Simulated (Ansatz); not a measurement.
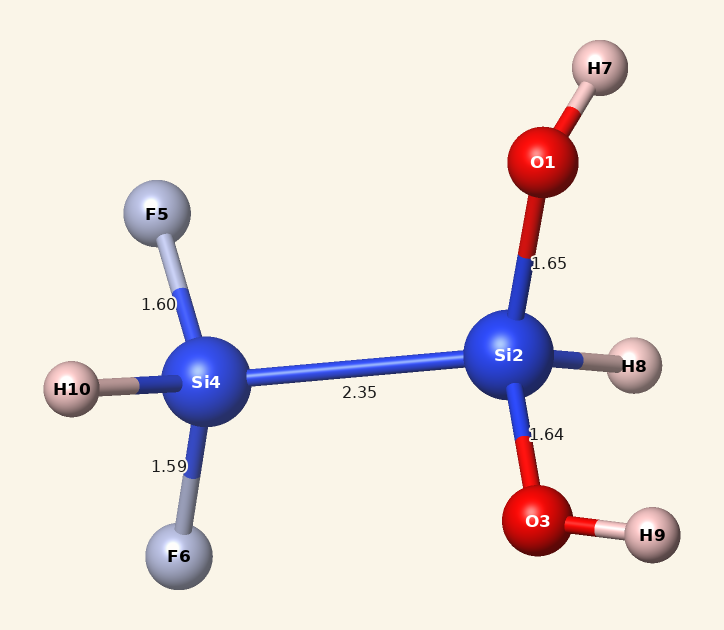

Bond lengths are marked in Å; every bond is drawn as one stick. The computed structure is the end point of a PBE0-D4/def2-TZVP optimisation. No frequency run is at hand to confirm it as a minimum.

Assign a bond order to each marked bond.

Answer. O1–Si2 single; Si2–O3 single; Si2–Si4 single; Si4–F5 single; Si4–F6 single.

Write the SMILES.

Answer. O[SiH](O)[SiH](F)F
